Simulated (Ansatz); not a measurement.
# revPBE/STO-3G run of SiH4O (silanol)

Aim: the vertical singlet–triplet gap of SiH4O (silanol) at revPBE/STO-3G, from 2 runs. 

Program for the calculation: Ansatz 0.2.0.

47 further runs of the same task are left out: 47 set aside as unsound or not needed.

## 1. Starting point

SiH4O has 6 atoms, charge 0, and is taken as a singlet. SMILES: `O[SiH3]`. The shape is that of a PBE0-D4/def2-TZVP optimisation.

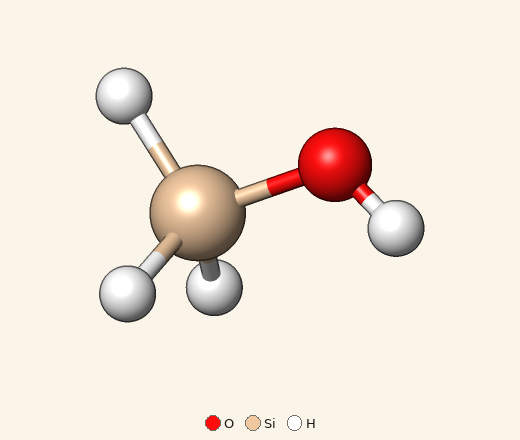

Viewed from a chosen angle; oxygen red, silicon light orange, hydrogen white.

## 2. The energy at revPBE/STO-3G

run.yaml reads:

```yaml
crystal:
  periodic: [false, false, false]
  atoms:
    - {symbol: O, position_ang: [0.636700, -1.030300, 0.419000]}
    - {symbol: Si, position_ang: [-0.035700, 0.346500, -0.187000]}
    - {symbol: H, position_ang: [0.069100, -1.629200, 0.904700]}
    - {symbol: H, position_ang: [-1.128300, 0.045700, -1.152800]}
    - {symbol: H, position_ang: [1.060500, 1.064900, -0.875600]}
    - {symbol: H, position_ang: [-0.602300, 1.202400, 0.891700]}
basis:
  gaussian: {orbitals: STO-3G}
hamiltonian: {xc: {name: revPBE}}
accuracy: high
```

Launch:

```console
$ ansatz run run.yaml --threads 1 --pin off --max-ram 2610MiB --events-out events.jsonl --progress --plain --runs-dir runs
```

The log of the run:

```text
Warning: RAYON_NUM_THREADS=1 ignored (pool sized by the plan → 1); use --threads N
Functional definition: revPBE
  name "revPBE"
  parameter kappa = 1.245
  parameter beta = 0.06672455060314922
  exchange = pbe_x(kappa = kappa, mu = beta*pi^2/3)
  correlation = pbe_c(beta = beta)
314 factors; integrals over basis functions are off by at most 3.0e-8 eV
mean field evaluation 1: about -9865.2631 eV, gradient 2.3e1 eV
mean field evaluation 2: about -9864.0781 eV, gradient 3.2e1 eV
mean field evaluation 4: about -9867.0329 eV, gradient 7.7e-1 eV
mean field evaluation 8: about -9866.9810 eV, gradient 9.5e-4 eV
mean field evaluation 16: about -9866.9810 eV, gradient 2.4e-8 eV
mean field -9866.98099097 eV, -362.6048633382 hartree, gradient 2.4e-8 eV, S^2 0.000000; 0 other end points of the search recorded, 0 dependent functions left out
reference -9866.98099327 eV, -362.6048634226 hartree; 13, 13 occupied and 5, 5 virtual orbitals, 314 factors
Total energy: -9866.98099327 eV, -362.6048634226 hartree
```

It took 0.91 s on 1 thread of Arm Neoverse V2, shared host; peak memory 0.093 GiB.

## 3. The triplet

molecule.yaml reads:

```yaml
crystal:
  periodic: [false, false, false]
  atoms:
    - {symbol: O, position_ang: [0.636700, -1.030300, 0.419000]}
    - {symbol: Si, position_ang: [-0.035700, 0.346500, -0.187000]}
    - {symbol: H, position_ang: [0.069100, -1.629200, 0.904700]}
    - {symbol: H, position_ang: [-1.128300, 0.045700, -1.152800]}
    - {symbol: H, position_ang: [1.060500, 1.064900, -0.875600]}
    - {symbol: H, position_ang: [-0.602300, 1.202400, 0.891700]}
basis:
  gaussian:
    orbitals: STO-3G
accuracy: high
hamiltonian:
  xc: {name: revPBE}
magnetization:
  spin_polarized: true
  initial_magnetization: 2
```

Launch:

```console
$ ansatz run molecule.yaml --threads 1 --pin off --max-ram 2610MiB --events-out events.jsonl --progress --plain --runs-dir runs
```

The log of the run (excerpt; [...] marks lines left out):

```text
Warning: RAYON_NUM_THREADS=1 ignored (pool sized by the plan → 1); use --threads N
[... 6 set-up lines as earlier in the session ...]
314 factors; integrals over basis functions are off by at most 3.0e-8 eV
mean field evaluation 1: about -9857.1197 eV, gradient 1.0e1 eV
mean field evaluation 2: about -9855.8636 eV, gradient 1.5e1 eV
mean field evaluation 4: about -9858.2857 eV, gradient 6.4e-1 eV
mean field evaluation 8: about -9858.2520 eV, gradient 3.5e-2 eV
mean field evaluation 16: about -9858.2520 eV, gradient 2.5e-6 eV
mean field -9858.25197015 eV, -362.2840777398 hartree, gradient 7.4e-9 eV, S^2 2.000560; 1 other end points of the search recorded, 0 dependent functions left out
reference -9858.25197238 eV, -362.2840778219 hartree; 14, 12 occupied and 4, 6 virtual orbitals, 314 factors
Total energy: -9858.25197238 eV, -362.2840778219 hartree
```

Wall time 1.9 s (1 thread of Arm Neoverse V2, shared host); peak memory 0.13 GiB.

## 4. Summary of results

At revPBE/STO-3G:

```
                                        quantity          value
                           singlet: total energy  -362.60486 Eh
                           triplet: total energy  -362.28408 Eh
                                   triplet: ⟨S²⟩          2.001
vertical energy of the triplet above the singlet       8.729 eV
```

At this shape the triplet lies 8.73 eV (201 kcal/mol) above the singlet. In a minimal basis such a difference can be off by several eV, whatever the method.
